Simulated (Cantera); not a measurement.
Charge: 1 mol B2H6, 0.46 mol NH3, 1.5 mol H2, equilibrated at 53.0 mbar.

Method: chemical equilibrium by Gibbs-energy minimisation in Cantera with the NASA 1993 tables (ideal gas, pure condensed phases). Candidate condensed phases: B, BN; 15 gas species. The feed counts by its element totals alone. Mutual solubility and eutectic melting of coexisting phases are not modelled. The tables' values for BH2 are old estimates; treat these amounts as uncertain. Gases not in the tables: B2H6 and higher boranes. Kinetics and transport are ignored.

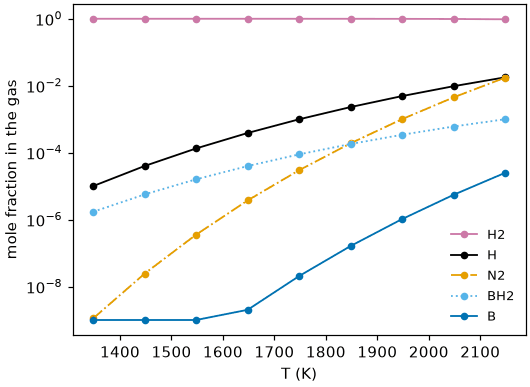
*Equilibrium gas composition (values under 1e-9 drawn at 1e-9)*

From 1348 K to 2148 K the condensed part is B(s) + BN(s).
